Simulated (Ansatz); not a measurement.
Take GaSb in the zinc blende structure (space group F-43m, No. 216; a = 6.111 Å) as the base.

One thing is altered: every lattice vector is shortened by 2.00 %, atoms relaxed at fixed cell.

The values are results of PBEsol (Ansatz, a program for electronic structure; PAW; 420 eV plane waves; no spin-orbit coupling), not measurements.

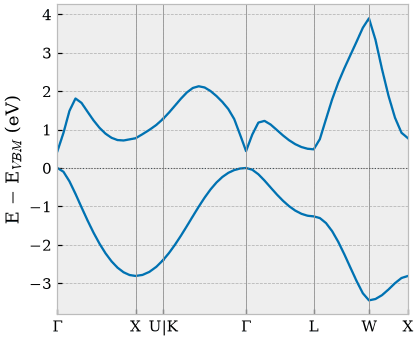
Figure: Highest valence and lowest conduction band along the path of the changed cell's own zone

Question: Read the changed gap and its character from the plot.

Answer: About 0.4 eV, direct at Γ.

Spin-orbit coupling, missing from the scalar runs, can matter with Sb. The cells carry an imposed strain or load. No phonon test of stability was made. All final runs are without spin polarisation.
